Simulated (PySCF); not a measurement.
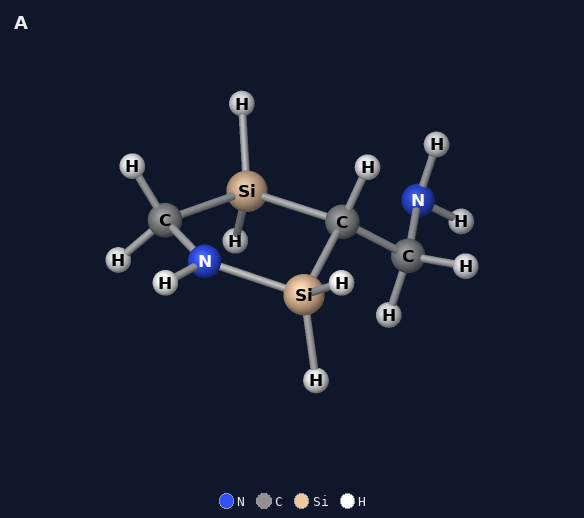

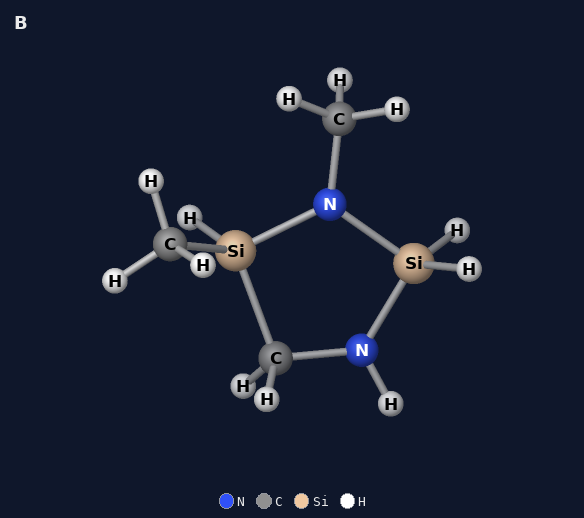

2 stationary structures of one formula. Geometries: GFN2-xTB. Electronic energies: PBE0/pcSseg-1 (PySCF 2.14.0), without zero-point energy. No frequency run is at hand to confirm each as a minimum. Each is one conformer, not always the lowest.

Are they conformers, stereoisomers or constitutional isomers?

Answer. They are constitutional isomers of C3H12N2Si2: A `NC[C@H]1[SiH2]CN[SiH2]1`, B `CN1[SiH2]NC[Si@H]1C`.

Which is lowest in energy, and by how much?

Answer. B is lowest; A lies 132.8 kJ/mol above it.

The geometry is semi-empirical. Around Si such bond lengths and angles can be off by a tenth of an ångström or more and by several degrees, and values that hang on the shape move with them.
